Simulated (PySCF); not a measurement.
# RPA/STO-3G run of CH4Si (SMILES C=[SiH2])

What is the vertical singlet–triplet gap of CH4Si at RPA/STO-3G? The job is set up through a Python script.

The calculation is run with PySCF 2.14.0.

### 1 Starting point

CH4Si: 6 atoms, total charge 0, spin state singlet. SMILES: `C=[SiH2]`. Geometry: a GFN2-xTB relaxation, a rough one for these elements and not checked as a minimum.

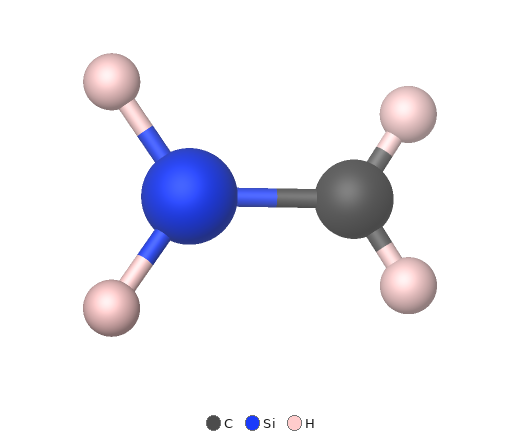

The structure, seen from a chosen angle (carbon dark grey, silicon blue, hydrogen pink).

### 2 The energy at RPA/STO-3G

Input file input.py:

```python
from pyscf import gto, scf
from pyscf.gw.rpa import RPA

mol = gto.M(
    atom='''
C   -0.738690  -0.547160  -0.265100
Si   0.611270   0.451760   0.218260
H   -1.408510  -0.996610   0.448130
H   -0.962920  -0.758160  -1.296740
H    0.952980   0.765970   1.600750
H    1.545870   1.084200  -0.705300
''',
    basis='sto-3g',
    max_memory=1860,
    verbose=3,
)

mf = scf.RHF(mol)
mf.conv_tol = 1e-10
mf.kernel()
if not mf.converged:
    mf = mf.newton().run(mf.mo_coeff, mf.mo_occ)

rpa = RPA(mf, frozen=6)
rpa.kernel()
e_exx = mf.e_tot
energy = e_exx + rpa.e_corr
print(f'total energy: {energy:.8f} hartree')
```

Command:

```bash
$ OMP_NUM_THREADS=1 python input.py
```

Output:

```text
converged SCF energy = -325.214062166406
E(RPA) = -325.207818122899  E_corr = -0.145718518919895  E_hf = -325.062099603979
total energy: -325.35978069 hartree
```

Run time: 0.6 s. Hardware: 1 thread of Arm Neoverse V2, shared host; peak memory 0.12 GiB.

### 3 The triplet at the same level

Input file run.py:

```python
from pyscf import gto, scf
from pyscf.gw.urpa import URPA

mol = gto.M(
    atom='''
C   -0.738690  -0.547160  -0.265100
Si   0.611270   0.451760   0.218260
H   -1.408510  -0.996610   0.448130
H   -0.962920  -0.758160  -1.296740
H    0.952980   0.765970   1.600750
H    1.545870   1.084200  -0.705300
''',
    max_memory=1860,
    basis='sto-3g',
    spin=2,
    verbose=4,
)

calc0 = scf.UHF(mol)
calc0.conv_tol = 1e-10
calc0.kernel()
if not calc0.converged:
    calc0 = calc0.newton().run(calc0.mo_coeff, calc0.mo_occ)

rpa = URPA(calc0, frozen=6)
rpa.kernel()
e_exx = calc0.e_tot
e_tot = e_exx + rpa.e_corr
print(f'total energy: {e_tot:.8f} hartree')
```

Command:

```bash
$ OMP_NUM_THREADS=1 python run.py
```

Output:

```text
PySCF version 2.14.0

[... 41 lines left out ...]
WARN: HOMO 0.138366995252622 >= LUMO -0.134539954444881
[... 46 lines left out ...]
converged SCF energy = -325.171387420115  <S^2> = 2.0279055  2S+1 = 3.0185463
[... 1 line left out ...]
******** <class 'pyscf.gw.urpa.URPA'> ********
nocc = (np.int64(7), np.int64(5)), nmo = (12, 12)
frozen orbitals 6
mem_avail = 1735.52  mem_blk = 0.00  auxlen = 166

******** <class 'pyscf.df.df.DF'> ********
auxbasis = auxmol.basis = {'H': 'def2-svp-ri', 'C': 'def2-svp-ri', 'Si': 'def2-svp-ri'}
Lowest orbital energy difference: ( 5.4386e-01,  6.3285e-01)
E(URPA) = -325.115110920663  E_corr = -0.0966499561872647  E_hf = -325.018460964476
total energy: -325.26803738 hartree
```

It took 0.64 s on 1 thread of Arm Neoverse V2, shared host; peak memory 0.12 GiB.

### 4 Summary of results

At RPA/STO-3G, 6 core orbitals frozen:

```
                                                           quantity          value
                                              singlet: total energy  -325.35978 Eh
                      singlet: dipole moment (Hartree–Fock density)         1.13 D
                       singlet: HOMO energy (Hartree–Fock orbitals)       -5.50 eV
                       singlet: LUMO energy (Hartree–Fock orbitals)        7.26 eV
                     singlet: HOMO–LUMO gap (Hartree–Fock orbitals)       12.77 eV
                          singlet: RPA correlation energy (valence)     -145.7 mEh
                                              triplet: total energy  -325.26804 Eh
                      triplet: dipole moment (Hartree–Fock density)         0.33 D
triplet: HOMO energy (Hartree–Fock orbitals) (highest over α and β)       -3.64 eV
 triplet: LUMO energy (Hartree–Fock orbitals) (lowest over α and β)        6.20 eV
                          triplet: RPA correlation energy (valence)      -96.6 mEh
                                                      triplet: ⟨S²⟩          2.028
                   vertical energy of the triplet above the singlet       2.496 eV
```

**Reading.** At this shape the triplet lies 2.50 eV (241 kJ/mol) above the singlet. Mulliken charges (triplet) of the mean-field density run from -0.31 on C1 to +0.49 on Si2; they depend strongly on the basis.
